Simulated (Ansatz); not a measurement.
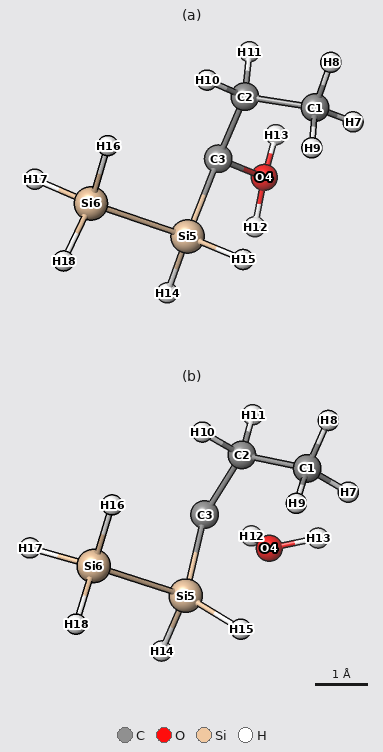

The structure of C3H12OSi2 before (top) and after (bottom) a relaxation, at one scale.

A ball-and-stick model, seen from a free direction.

The run prepares an end point of a later path (hydrogen shift) calculation, from a guessed geometry.

All numbers below come from Ansatz 0.2.0, RKS CAM-B3LYP-D4/6-31G. (no spin polarisation; force threshold 0.02 eV/Å; at most 50 steps)

Summarise the run.

Answer. The relaxation stopped without meeting its thresholds, so the last structure isn't shown to be converged. It used up its limit of 50 steps. The largest moves after the best rigid fit, 1.27 Å, are those of H12 and H13. By element the largest moves are H 1.27 Å, C 0.28 Å, O 0.22 Å, Si 0.17 Å. Some distances before and after: C3–O4 1.462 → 1.820 Å, C1–C2 1.492 → 1.539 Å, Si5–H14 1.453 → 1.500 Å, C1–H9 1.137 → 1.094 Å. Among the angles between lasting bonds that change: H12–O4–H13 144.1° → 114.5°, C3–Si5–H15 109.4° → 120.9°, C3–C2–H10 111.0° → 103.1°. Groups turn about C2–C3 by about 25°. After 41 accepted moves (49 points after the start) the energy has fallen by 37.0 kcal/mol. The largest force component goes from 4.8 to 0.069 eV/Å. The line search rejected the trial steps at points 22, 25, 28, 29, 34, 36, 40, 46 of the run. The forces were under the threshold at step 23, but the run went on from there. Cost: 2.9 min on 2 threads of Intel(R) Xeon(R) Platinum 8488C (Sapphire Rapids), on a shared host, peak memory 0.32 GiB.
